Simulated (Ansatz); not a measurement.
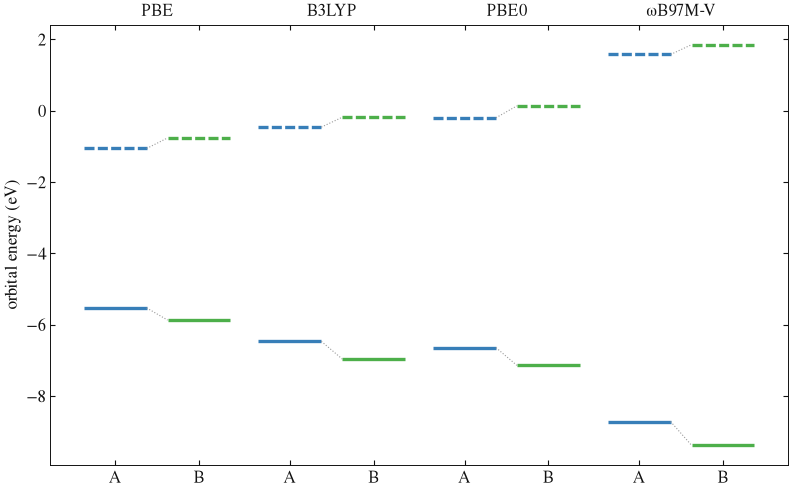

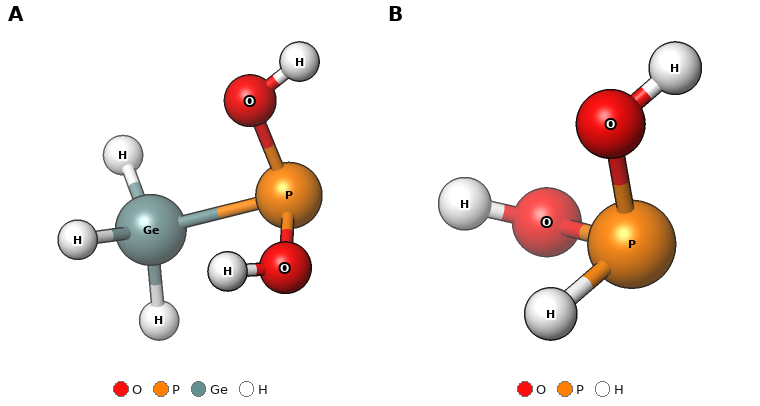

One change: A, GePH₅O₂ (SMILES O[P](O)[GeH3], trivalent P–OH tautomer), becomes B, PH₃O₂ (SMILES OPO, trivalent P–OH tautomer). GeH₃ on P is replaced by H. HOMO (solid) and LUMO (dashed) computed in def2-TZVPP at PBE0-D4/def2-TZVP geometries, both minima by their frequencies, gas phase, the Ansatz code. Empty levels above zero depend strongly on the basis.

### What does the change do to HOMO and LUMO?

PBE: the HOMO falls by 0.34 eV, the LUMO rises by 0.30 eV, and the separation goes from 4.47 to 5.11 eV. B3LYP: the HOMO falls by 0.50 eV, the LUMO rises by 0.28 eV, and the separation goes from 6.01 to 6.78 eV. PBE0: the HOMO falls by 0.50 eV, the LUMO rises by 0.33 eV, and the separation goes from 6.44 to 7.28 eV. ωB97M-V: the HOMO falls by 0.66 eV, the LUMO rises by 0.28 eV, and the separation goes from 10.29 to 11.23 eV.

### Do the functionals agree on the effect?

They agree on the direction for both levels; the HOMO shift lies between −0.66 and −0.34 eV and the LUMO shift between 0.28 and 0.33 eV, while the separations themselves differ by up to 6.1 eV between functionals.
